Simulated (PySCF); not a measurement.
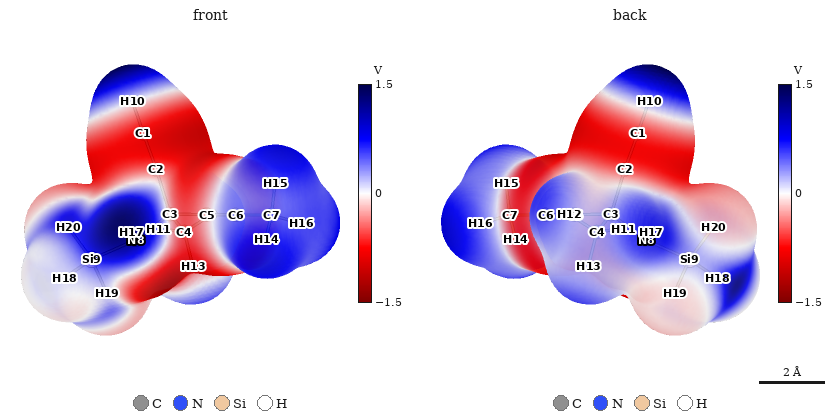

Figure 1: C$_{7}$H$_{11}$NSi. The molecular electrostatic potential painted on the density surface at 0.002 e/bohr³, seen from the front and from behind; red is negative and blue positive.

Geometry: GFN2-xTB.

Method: PySCF 2.14.0, PBE0/pcSseg-1, SCF density, gas phase, non-relativistic.

```xyz
20

C     1.0262    2.6380    0.5995
C     0.6741    1.5017    0.4688
C     0.2859    0.1080    0.2298
C     0.5066   -0.7056    1.5089
C    -1.1378    0.0979   -0.1147
C    -2.2934    0.1008   -0.4326
C    -3.6953    0.0975   -0.7884
N     1.0463   -0.4523   -0.8805
Si    2.6721   -1.0052   -0.8057
H     1.3262    3.6337    0.7420
H     1.5414   -0.6187    1.8302
H    -0.1435   -0.3331    2.2979
H     0.2761   -1.7503    1.3167
H    -3.8463   -0.4745   -1.7036
H    -4.0407    1.1188   -0.9477
H    -4.2817   -0.3543    0.0114
H     0.7426   -0.0467   -1.7538
H     3.0023   -1.2868   -2.2011
H     2.7103   -2.2218    0.0112
H     3.6234   -0.0364   -0.2391
```

**Where is the surface potential most negative and most positive?**

The most negative region (about −1.2 V) lies over N8, the most positive (about +1.4 V) over H10 and H17. N8 is the likeliest acceptor of a hydrogen bond.

**How polar is the molecule by this calculation?**

Its dipole moment is 1.28 D.
